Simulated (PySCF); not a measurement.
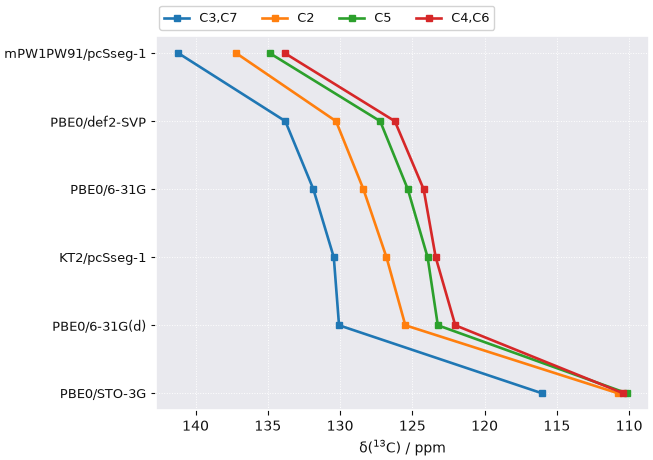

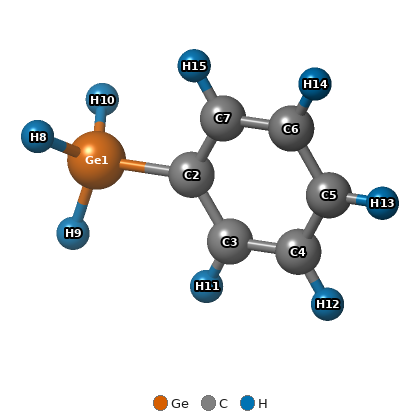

GIAO ¹³C shifts of C₆H₈Ge (phenylgermane), SMILES [GeH3][c]1ccccc1, singlet at several levels, one geometry, PySCF, at a PBE0-D3(BJ)/def2-SVP geometry (no frequency check); values of one conformer, averaged over methyl-type rotors and exact or near symmetry; each against TMS at the same level.

**How much does each signal move over these levels?**

| atoms | lowest | highest | spread (ppm) |
| --- | --- | --- | --- |
| C3, C7 | 116.0 | 141.2 | 25.2 |
| C2 | 110.8 | 137.2 | 26.4 |
| C5 | 110.2 | 134.9 | 24.7 |
| C4, C6 | 110.4 | 133.8 | 23.4 |

**Do all levels give the signals in the same order?**

No, some signals change places between levels.

Limits of at least one run: relativity, spin-orbit coupling included, is left out, which matters for Ge nuclei and their neighbours.
